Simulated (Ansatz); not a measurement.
## What Te vacancy does to MoTe2

Consider a 12-atom supercell of MoTe2 in the 2H-MoS2 type structure (space group P6_3/mmc, No. 194; a = 3.4966 Å, c = 13.6958 Å; layered, stacked along the Cartesian z axis) at its relaxed geometry.

It is then changed as follows: one Te atom is removed, atoms relaxed at fixed cell, starting from a slightly rattled geometry.

Method: PBE-D3(BJ) (Ansatz, a first-principles code, PAW, spin-orbit coupling left out). k-mesh 4×7×2 (Γ-centred); smearing 0.01 eV (Fermi–Dirac).

- Pressure: -2.5 GPa (base 0.0 GPa)
- Largest displacement of a host atom from its site in the perfect cell: 0.22 Å

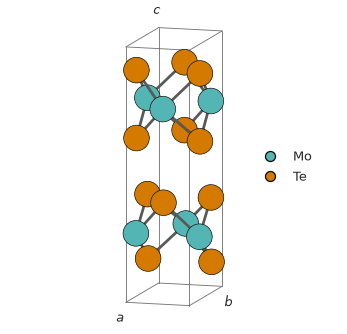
*The relaxed cell after the change*

The magnetic state is the one reached from the starting moments; the real material's order can differ, and small cells can't hold many antiferromagnetic ones. The cell is small, so the values are those of an ordered compound at a high defect concentration; dilute-limit values will differ. The mesh was chosen for an insulator and is coarse for the gapless case. Seeded moments were not kept for Te vacancy. The defect cell is spin-polarised and ends with 0.0 μB. The program warned that a D3 coordination switch lies within reach, so dispersion energies are less smooth here.
